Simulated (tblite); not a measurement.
## Geometry relaxation of C$_{6}$H$_{10}$NSi (part 4 of 4)

Continued. System: C$_{6}$H$_{10}$NSi, multiplicity 2. Method: GFN2-xTB geometry optimisation, gas phase (tblite 0.8.0). It belongs to a series of runs on one base structure; here: H removed from Si.

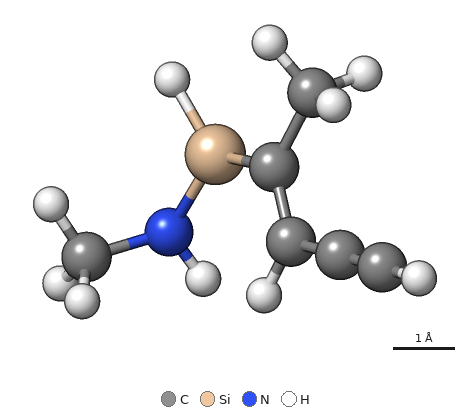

Figure 1. The geometry at step 94 of the log (ball-and-stick view, seen at a tilt).

Trajectory as extended XYZ, continued:
```
18
Properties=species:S:1:pos:R:3:forces:R:3 step=84 energy=-611.02297
C    -3.2974    1.6894    1.2678   -0.0250  -0.0160   0.0270
C    -2.2434    1.3159    0.8159    0.0300  -0.0160  -0.0010
C    -1.0193    0.8876    0.3019   -0.0010   0.0210  -0.0050
C    -0.7574   -0.3983   -0.0896   -0.0180  -0.0170  -0.0160
C    -1.8461   -1.4372   -0.0244   -0.0150  -0.0150  -0.0100
Si    0.8145   -0.8692   -0.8993   -0.0020  -0.0090   0.0060
N     2.1542    0.1828   -1.0929    0.0090   0.0120  -0.0100
C     3.2153    0.3076   -0.1172   -0.0100   0.0190   0.0070
H    -4.2135    1.9997    1.6725    0.0000   0.0300  -0.0120
H    -0.2419    1.6406    0.2455   -0.0070   0.0040   0.0030
H    -2.2847   -1.5967   -1.0097    0.0000   0.0030  -0.0050
H    -1.4542   -2.3921    0.3210    0.0040  -0.0060  -0.0030
H    -2.6384   -1.1152    0.6475    0.0150   0.0070   0.0140
H     1.2795   -2.2445   -0.8540    0.0070  -0.0010   0.0140
H     2.0285    1.0402   -1.6086   -0.0130   0.0070  -0.0100
H     2.9800    1.0372    0.6661    0.0090   0.0020  -0.0120
H     3.3774   -0.6564    0.3588    0.0060  -0.0190  -0.0130
H     4.1381    0.6150   -0.6130    0.0140  -0.0060   0.0260
18
Properties=species:S:1:pos:R:3:forces:R:3 step=87 energy=-611.02370
C    -3.2919    1.6929    1.2749   -0.0030  -0.0140   0.0030
C    -2.2419    1.3131    0.8182   -0.0110   0.0040  -0.0020
C    -1.0204    0.8835    0.2995    0.0000  -0.0120   0.0140
C    -0.7597   -0.4031   -0.0916    0.0050   0.0180  -0.0220
C    -1.8485   -1.4414   -0.0331    0.0010  -0.0050   0.0170
Si    0.8155   -0.8754   -0.8933    0.0150   0.0090   0.0000
N     2.1498    0.1840   -1.0894   -0.0020   0.0220  -0.0170
C     3.2159    0.3109   -0.1193   -0.0020   0.0030  -0.0120
H    -4.2065    2.0160    1.6731    0.0030   0.0160  -0.0020
H    -0.2424    1.6361    0.2469    0.0000  -0.0020  -0.0030
H    -2.2868   -1.5934   -1.0197   -0.0140   0.0020   0.0170
H    -1.4557   -2.3974    0.3074    0.0060  -0.0240  -0.0160
H    -2.6355   -1.1233    0.6462   -0.0200   0.0090  -0.0050
H     1.2838   -2.2488   -0.8335    0.0130   0.0000   0.0100
H     2.0127    1.0450   -1.5973   -0.0030  -0.0120  -0.0070
H     2.9873    1.0480    0.6578   -0.0020  -0.0020   0.0190
H     3.3765   -0.6517    0.3601    0.0020  -0.0080   0.0030
H     4.1390    0.6116   -0.6184    0.0130  -0.0050   0.0020
18
Properties=species:S:1:pos:R:3:forces:R:3 step=89 energy=-611.02401
C    -3.2898    1.6950    1.2793   -0.0030  -0.0060  -0.0060
C    -2.2436    1.3131    0.8157   -0.0120   0.0030   0.0020
C    -1.0235    0.8820    0.2952   -0.0010  -0.0190   0.0090
C    -0.7621   -0.4043   -0.0964    0.0090   0.0110   0.0030
C    -1.8486   -1.4453   -0.0338    0.0100   0.0070   0.0090
Si    0.8165   -0.8743   -0.8932    0.0020   0.0030  -0.0030
N     2.1480    0.1890   -1.0863    0.0000  -0.0140  -0.0080
C     3.2164    0.3116   -0.1183    0.0080  -0.0110  -0.0080
H    -4.2024    2.0258    1.6760    0.0040   0.0080   0.0010
H    -0.2456    1.6344    0.2402    0.0010   0.0040  -0.0030
H    -2.2901   -1.5952   -1.0192   -0.0230  -0.0020   0.0150
H    -1.4522   -2.4019    0.3018   -0.0010  -0.0070  -0.0120
H    -2.6338   -1.1289    0.6492   -0.0070  -0.0010  -0.0120
H     1.2831   -2.2485   -0.8291    0.0180   0.0100   0.0070
H     2.0104    1.0488   -1.5949    0.0020   0.0070  -0.0090
H     2.9911    1.0475    0.6606   -0.0050  -0.0010   0.0250
H     3.3771   -0.6531    0.3583   -0.0100   0.0090  -0.0010
H     4.1404    0.6107   -0.6168    0.0090   0.0010  -0.0090
18
Properties=species:S:1:pos:R:3:forces:R:3 step=91 energy=-611.02422
C    -3.2913    1.6957    1.2813   -0.0090   0.0060  -0.0040
C    -2.2461    1.3139    0.8156    0.0040  -0.0080  -0.0030
C    -1.0264    0.8822    0.2945    0.0000   0.0020  -0.0030
C    -0.7634   -0.4028   -0.0992    0.0030  -0.0120   0.0180
C    -1.8469   -1.4469   -0.0331    0.0010   0.0020  -0.0020
Si    0.8169   -0.8715   -0.8937   -0.0070  -0.0050  -0.0090
N     2.1494    0.1903   -1.0877    0.0070  -0.0200   0.0030
C     3.2168    0.3104   -0.1180    0.0030  -0.0020   0.0070
H    -4.2018    2.0327    1.6774    0.0000   0.0010   0.0030
H    -0.2497    1.6358    0.2356   -0.0020   0.0040   0.0030
H    -2.2926   -1.5980   -1.0165   -0.0160   0.0030   0.0070
H    -1.4463   -2.4033    0.2988   -0.0050   0.0000  -0.0050
H    -2.6320   -1.1340    0.6518    0.0070   0.0000  -0.0050
H     1.2828   -2.2460   -0.8282    0.0170   0.0130   0.0070
H     2.0136    1.0498   -1.5973    0.0040   0.0110  -0.0060
H     2.9895    1.0421    0.6651    0.0010  -0.0010   0.0030
H     3.3773   -0.6554    0.3565   -0.0090   0.0020  -0.0100
H     4.1415    0.6114   -0.6143    0.0000   0.0040  -0.0030
18
Properties=species:S:1:pos:R:3:forces:R:3 step=94 energy=-611.02439
C    -3.2927    1.6962    1.2816    0.0080   0.0050  -0.0100
C    -2.2471    1.3131    0.8175   -0.0060  -0.0030  -0.0030
C    -1.0269    0.8820    0.2962   -0.0030   0.0020  -0.0020
C    -0.7629   -0.4027   -0.0978    0.0020  -0.0050   0.0030
C    -1.8460   -1.4471   -0.0342   -0.0060  -0.0040   0.0000
Si    0.8166   -0.8720   -0.8942    0.0040   0.0060  -0.0040
N     2.1511    0.1873   -1.0908   -0.0010   0.0170  -0.0020
C     3.2168    0.3100   -0.1191   -0.0040   0.0030   0.0000
H    -4.2023    2.0369    1.6770    0.0020  -0.0050   0.0020
H    -0.2513    1.6371    0.2375   -0.0040  -0.0050   0.0050
H    -2.2949   -1.5968   -1.0163   -0.0030   0.0080  -0.0040
H    -1.4442   -2.4039    0.2946   -0.0090  -0.0040   0.0000
H    -2.6310   -1.1359    0.6511    0.0030   0.0010   0.0140
H     1.2880   -2.2441   -0.8228    0.0110   0.0040   0.0070
H     2.0122    1.0489   -1.5975    0.0100  -0.0080   0.0020
H     2.9877    1.0413    0.6643    0.0010  -0.0020  -0.0090
H     3.3761   -0.6552    0.3557    0.0010  -0.0130  -0.0020
H     4.1422    0.6112   -0.6145   -0.0080   0.0030   0.0030
18
Properties=species:S:1:pos:R:3:forces:R:3 step=96 energy=-611.02454
C    -3.2914    1.6980    1.2820    0.0110   0.0030  -0.0130
C    -2.2476    1.3117    0.8162   -0.0100   0.0040   0.0010
C    -1.0276    0.8803    0.2947   -0.0020  -0.0140   0.0010
C    -0.7628   -0.4051   -0.0974   -0.0010   0.0100  -0.0090
C    -1.8469   -1.4486   -0.0351   -0.0040   0.0020   0.0030
Si    0.8168   -0.8724   -0.8957    0.0030   0.0070   0.0060
N     2.1504    0.1888   -1.0897   -0.0140   0.0190  -0.0100
C     3.2168    0.3106   -0.1190   -0.0030  -0.0090  -0.0130
H    -4.1998    2.0409    1.6783    0.0050  -0.0080   0.0000
H    -0.2519    1.6354    0.2370   -0.0040  -0.0060   0.0020
H    -2.2994   -1.5948   -1.0160    0.0030   0.0100  -0.0120
H    -1.4454   -2.4071    0.2894   -0.0120  -0.0010   0.0030
H    -2.6302   -1.1374    0.6521    0.0050  -0.0060   0.0210
H     1.2937   -2.2421   -0.8158    0.0090  -0.0010   0.0060
H     2.0096    1.0505   -1.5952    0.0140  -0.0020   0.0000
H     2.9902    1.0428    0.6636   -0.0060  -0.0020   0.0040
H     3.3745   -0.6556    0.3541    0.0060  -0.0070   0.0090
H     4.1420    0.6105   -0.6152   -0.0010   0.0030  -0.0020
18
Properties=species:S:1:pos:R:3:forces:R:3 step=98 energy=-611.02476
C    -3.2894    1.7013    1.2816    0.0010   0.0040  -0.0080
C    -2.2487    1.3100    0.8134   -0.0010   0.0030   0.0030
C    -1.0292    0.8772    0.2920    0.0040  -0.0140   0.0030
C    -0.7635   -0.4083   -0.0981   -0.0090   0.0130  -0.0150
C    -1.8484   -1.4512   -0.0359   -0.0040   0.0050   0.0040
Si    0.8174   -0.8707   -0.8980   -0.0050  -0.0060   0.0120
N     2.1485    0.1938   -1.0877   -0.0140  -0.0050  -0.0070
C     3.2167    0.3108   -0.1188   -0.0010  -0.0140  -0.0120
H    -4.1957    2.0464    1.6804    0.0000  -0.0070   0.0000
H    -0.2531    1.6319    0.2353   -0.0020  -0.0020  -0.0010
H    -2.3065   -1.5926   -1.0151    0.0090   0.0120  -0.0080
H    -1.4470   -2.4116    0.2827   -0.0080  -0.0020   0.0010
H    -2.6280   -1.1420    0.6566    0.0080  -0.0070   0.0170
H     1.3005   -2.2378   -0.8057    0.0080  -0.0020   0.0030
H     2.0105    1.0542   -1.5949    0.0090   0.0190  -0.0070
H     2.9934    1.0422    0.6654   -0.0100  -0.0060   0.0120
H     3.3722   -0.6580    0.3508    0.0100   0.0120   0.0090
H     4.1415    0.6107   -0.6155    0.0050  -0.0040  -0.0050
18
Properties=species:S:1:pos:R:3:forces:R:3 step=101 energy=-611.02500
C    -3.2897    1.7044    1.2789   -0.0040   0.0000   0.0000
C    -2.2496    1.3090    0.8132    0.0010   0.0010   0.0020
C    -1.0301    0.8754    0.2928    0.0020   0.0070  -0.0010
C    -0.7646   -0.4088   -0.0993   -0.0030  -0.0010  -0.0040
C    -1.8489   -1.4521   -0.0363    0.0010  -0.0020   0.0030
Si    0.8169   -0.8689   -0.8998    0.0010  -0.0080   0.0030
N     2.1472    0.1964   -1.0904    0.0040  -0.0070   0.0050
C     3.2150    0.3090   -0.1206   -0.0010   0.0060   0.0080
H    -4.1948    2.0494    1.6801   -0.0090  -0.0020  -0.0010
H    -0.2544    1.6303    0.2376    0.0060   0.0020  -0.0040
H    -2.3102   -1.5886   -1.0149    0.0010   0.0090   0.0070
H    -1.4462   -2.4135    0.2770    0.0010  -0.0090  -0.0080
H    -2.6242   -1.1479    0.6633   -0.0010   0.0050   0.0030
H     1.3083   -2.2324   -0.7942    0.0010  -0.0030   0.0000
H     2.0150    1.0571   -1.5987   -0.0040   0.0110  -0.0040
H     2.9909    1.0372    0.6673   -0.0040  -0.0100  -0.0070
H     3.3699   -0.6607    0.3478    0.0100   0.0100  -0.0050
H     4.1406    0.6109   -0.6154   -0.0050  -0.0090   0.0030
18
Properties=species:S:1:pos:R:3:forces:R:3 step=103 energy=-611.02508
C    -3.2894    1.7045    1.2779    0.0010  -0.0030   0.0010
C    -2.2485    1.3084    0.8145   -0.0020   0.0050   0.0000
C    -1.0287    0.8748    0.2943   -0.0030   0.0040  -0.0020
C    -0.7646   -0.4093   -0.0994    0.0060  -0.0010   0.0060
C    -1.8498   -1.4516   -0.0370    0.0040   0.0000   0.0020
Si    0.8171   -0.8711   -0.8990    0.0060   0.0010   0.0020
N     2.1464    0.1956   -1.0916    0.0010   0.0070   0.0020
C     3.2142    0.3093   -0.1219    0.0020   0.0050   0.0030
H    -4.1950    2.0488    1.6790   -0.0040  -0.0030  -0.0030
H    -0.2524    1.6292    0.2402    0.0050   0.0000  -0.0040
H    -2.3110   -1.5849   -1.0159   -0.0060   0.0050   0.0050
H    -1.4480   -2.4145    0.2738   -0.0010  -0.0020  -0.0080
H    -2.6242   -1.1472    0.6635    0.0000   0.0000   0.0010
H     1.3136   -2.2322   -0.7885   -0.0040  -0.0050   0.0000
H     2.0118    1.0580   -1.5973   -0.0030  -0.0060   0.0010
H     2.9901    1.0385    0.6647   -0.0020  -0.0040  -0.0050
H     3.3697   -0.6591    0.3484    0.0050  -0.0010  -0.0030
H     4.1401    0.6092   -0.6173   -0.0040  -0.0010   0.0020
```

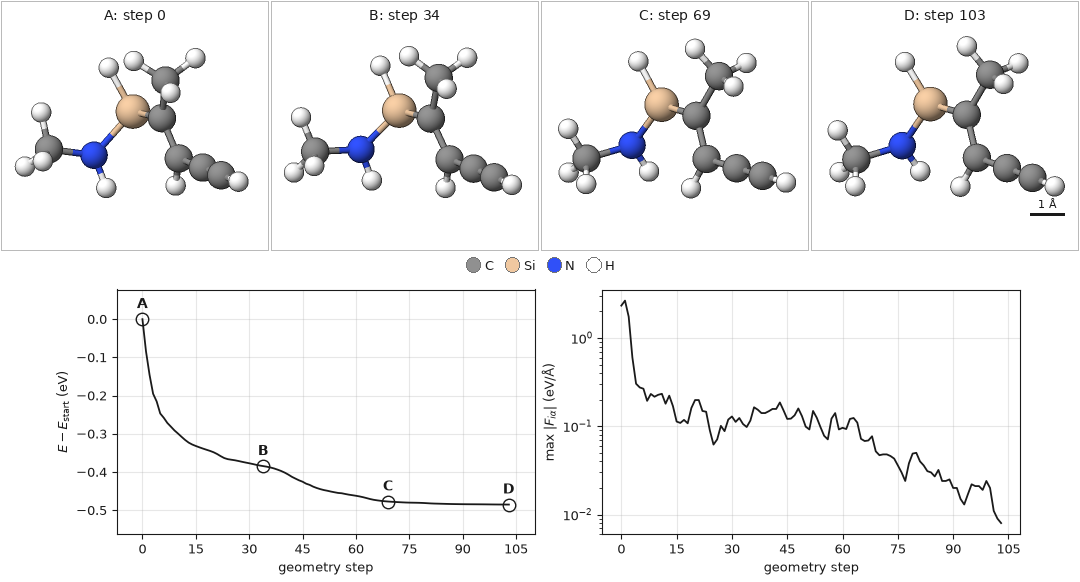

Figure 2. Frames of the relaxation (ball-and-stick view, seen at a tilt) above the curves, on which the letters mark them (steps are counted from 0).

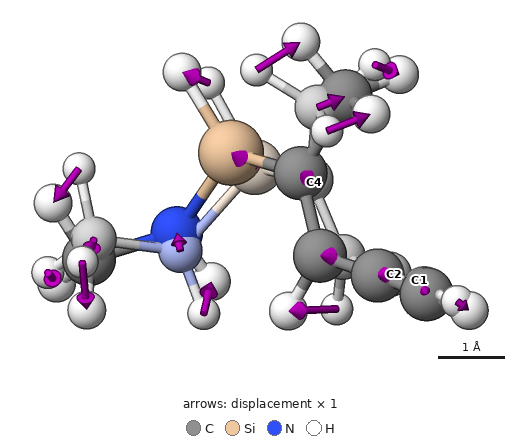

Figure 3. Start (faint) and end (solid) with the displacements as pink arrows, at true length (ball-and-stick view, seen at a tilt). The two geometries are laid on each other by the best rigid fit. The energy falls by 0.485 eV in 103 geometry steps. The largest force component goes from 2.3 to 0.008 eV/Å. The largest move after the best rigid fit is that of H10, 1.04 Å. By element the largest moves are H 1.04 Å, Si 0.62 Å, C 0.56 Å, N 0.31 Å. Among the contacts that change: C3–C4 1.311 → 1.369 Å, C2–C3 1.444 → 1.395 Å, C5–H11 1.124 → 1.090 Å, C1–H9 1.083 → 1.049 Å. Among the angles that change: C4–Si6–H14 106.7° → 119.9°, C4–Si6–N7 112.0° → 124.2°, C8–N7–H15 117.2° → 111.5°. (Atoms are counted from 1 in the order of the input.)

The run was set up as follows.

Input:
```
{"job": {"kind": "relax", "xc": "GFN2-xTB", "basis": "xTB"}, "charge": 0, "multiplicity": 2}
C     -3.213100     1.621600     1.224900
C     -2.273600     1.336600     0.536200
C     -1.108900     0.985500    -0.241400
C     -0.745300    -0.263800    -0.399600
C     -1.492900    -1.373100     0.257100
Si     0.752900    -0.555000    -1.442100
N      2.082800     0.479900    -0.981600
C      2.965900     0.012300     0.031500
H     -4.076600     1.867700     1.829700
H     -0.539600     1.783500    -0.734100
H     -2.241400    -1.824800    -0.450000
H     -0.780400    -2.129400     0.614200
H     -2.069400    -1.038600     1.148400
H      1.136700    -1.968000    -1.248000
H      1.951500     1.500900    -1.058000
H      2.664500     0.269100     1.076800
H      3.001700    -1.094000    -0.035100
H      3.976400     0.396000    -0.140500
```

The first line tells a small driver script what to run in tblite; the rest is the geometry in Å.

Launched with:
```bash
OMP_NUM_THREADS=1 python <driver script> task.json out
```

Key numbers:

| quantity | value |
| --- | --- |
| outcome | converged |
| total energy | −611.0251 eV |
| hardware | 1 CPU thread, shared host |
| wall time | 0.72 s |
| peak memory | 0.18 GiB |
